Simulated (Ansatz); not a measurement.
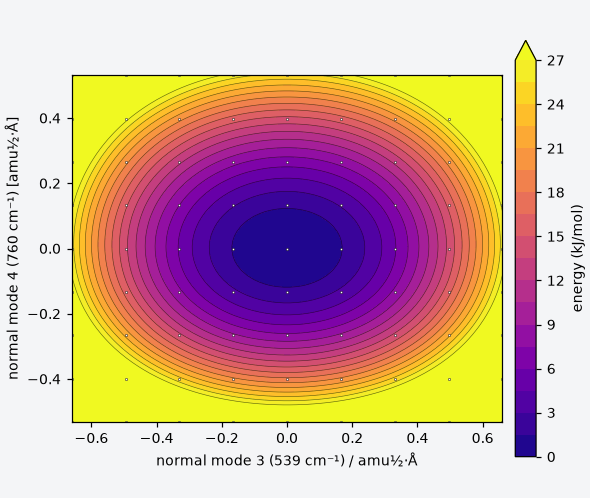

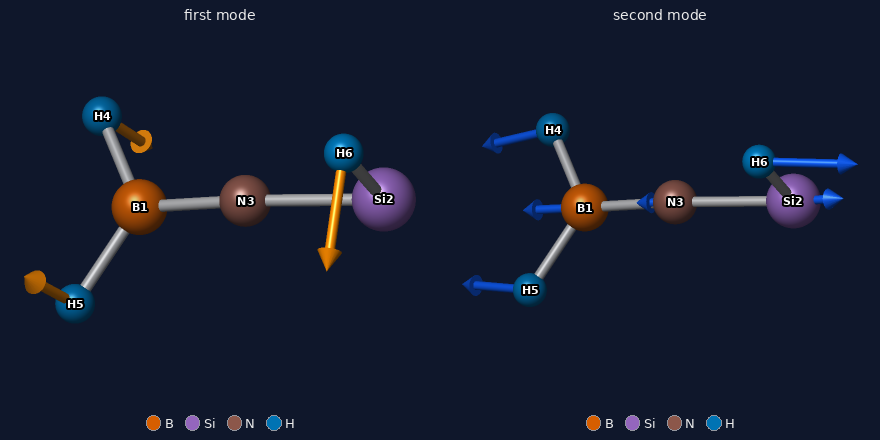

Energy landscape of BH3NSi, charge −1. Coordinates scanned: (1) normal mode 3 (539 cm⁻¹); (2) normal mode 4 (760 cm⁻¹). Nothing is relaxed (straight displacements along the two mass-weighted modes). The scan uses a 9 × 9 grid; 52 points were computed and 29 follow by symmetry. Points are written as (first, second). Energies are in kJ/mol, from the lowest grid point. Computed with Ansatz 0.2.0, RKS PBE0-D4/def2-TZVPD.

The picture shows filled contours, dots at the grid points, one colour for all values above the top of the scale. Between grid points the surface is interpolated. The second picture is the structure at the lowest point

Question: What does the map say about the system?

Answer: The lowest grid point is at (0.000 amu½·Å, 0.000 amu½·Å). No other kind of well shows on this grid. The highest grid point, (−0.660 amu½·Å, −0.531 amu½·Å), lies 61.1 kJ/mol above the lowest.

The values on the grid:

```tsv
normal mode 4 (760 cm⁻¹) ↓, normal mode 3 (539 cm⁻¹) →	−0.660	−0.495	−0.330	−0.165	0.000	0.165	0.330	0.495	0.660
0.531	49.3	37.8	30.4	26.4	25.1	26.4	30.4	37.8	49.3
0.399	39.3	27.7	20.1	15.9	14.6	15.9	20.1	27.7	39.3
0.266	31.9	20.0	12.4	8.1	6.7	8.1	12.4	20.0	31.9
0.133	27.4	15.3	7.5	3.1	1.7	3.1	7.5	15.3	27.4
0.000	26.1	13.9	5.9	1.4	0.0	1.4	5.9	13.9	26.1
−0.133	28.3	16.0	7.9	3.3	1.9	3.3	7.9	16.0	28.3
−0.266	34.6	22.1	13.9	9.3	7.8	9.3	13.9	22.1	34.6
−0.399	45.4	32.8	24.4	19.7	18.2	19.7	24.4	32.8	45.4
−0.531	61.1	48.4	40.0	35.2	33.7	35.2	40.0	48.4	61.1
```

The input of one point:

```yaml
crystal:
  periodic: [false, false, false]
  atoms:
    - { symbol: B, position_ang: [0.799738, -0.162141, -0.73526] }
    - { symbol: Si, position_ang: [-1.653718, -0.291122, 0.964888] }
    - { symbol: "N", position_ang: [-0.278964, -0.141441, 0.080908] }
    - { symbol: H, position_ang: [1.821537, -0.771697, -0.444844] }
    - { symbol: H, position_ang: [0.815533, 0.433957, -1.805017] }
    - { symbol: H, position_ang: [-1.504126, 0.932454, 1.939325] }
total_charge: -1
basis:
  gaussian: { orbitals: def2-TZVPD }
hamiltonian:
  xc: pbe0
  dispersion: d4
output:
  forces: true
```

The whole map (52 points run) took 6.5 min on 1 thread of Arm Neoverse V2 (shared host).
